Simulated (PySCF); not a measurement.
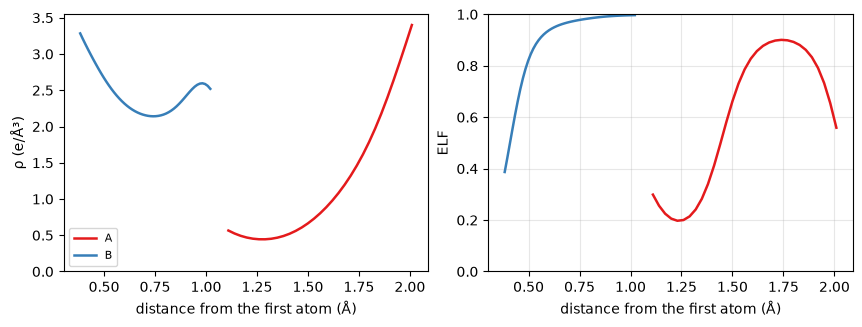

H8LaN4 (charge −1). Electron density and ELF along straight lines between neighbouring atoms. The curves leave out the atomic cores.

Core potentials replace the inner electrons of La.

Level of theory: PySCF, RKS PBE0, La def2-SVP with ECP46, N def2-SVP, H def2-SVP; non-relativistic Hamiltonian with scalar-relativistic core potentials where named; density fitting.

```xyz
13

La    0.0000    0.0000    0.0000
N     1.4376    1.3084    1.4068
H     1.4450    1.4865    2.4123
H     2.3032    1.7296    1.0599
N    -1.4376   -1.4068    1.3084
H    -2.3030   -1.0595    1.7298
H    -1.4453   -2.4122    1.4865
N     1.4376   -1.3084   -1.4068
H     2.3032   -1.7296   -1.0599
H     1.4450   -1.4865   -2.4123
N    -1.4376    1.4068   -1.3084
H    -1.4453    2.4122   -1.4865
H    -2.3030    1.0595   -1.7298
```

Q: Which curve belongs to which contact (La–N and N–H)? The first atom named is at distance zero.

A: Curve A: La–N (2.40 Å): the density is about 0.47 e/Å³ at the midpoint; the ELF peaks at about 0.90 in the valence shell of N, 0.7 Å from its nucleus, and drops to about 0.20 between the two atoms: a closed-shell, largely ionic contact. Curve B: N–H (1.02 Å): ρ is about 2.6 e/Å³ halfway; the ELF climbs to about 1 towards the hydrogen, as it does in any bond to H (a covalent bond by its length).
